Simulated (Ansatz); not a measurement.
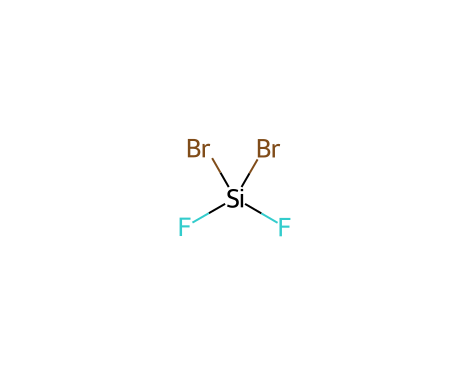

The computed structure is the end point of a PBE-D4/def2-SVP optimisation. No frequency run is at hand to confirm it as a minimum. Method: RKS PBE-D4/def2-SVP (Ansatz 0.2.0).

Computed properties:

The species is SiBr₂F₂ (`F[Si](F)(Br)Br`).
- dipole moment: 0.89 D
